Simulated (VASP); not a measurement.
Band structure of InGaAs₂ (space group P-4m2). All values below come from modified Becke-Johnson potential (mBJ) with spin-orbit coupling, VASP's PBE PAW potentials (set 64) (plane waves; VASP).

mBJ is a potential without an energy functional, so only the levels count.

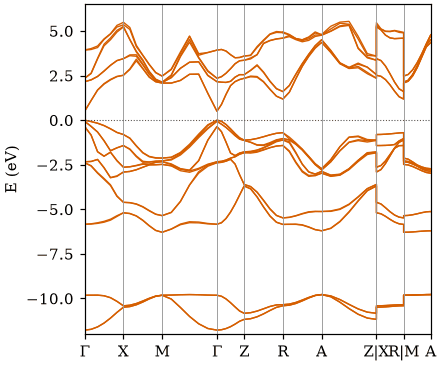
Fig. 1. Bands along high-symmetry lines, zero at the valence-band maximum or, without a gap, the Fermi level

### Question
Read the plot: is there a gap, and where are the band edges?

### Answer
The gap is direct, 0.50 eV, from the valence maximum at Γ to the conduction minimum at Γ.

The structure comes from a computed database's InGaAs2 entry (P-4m2); how it stands against other phases isn't given here. It was relaxed first. The cell's shape comes from a PBE relaxation.
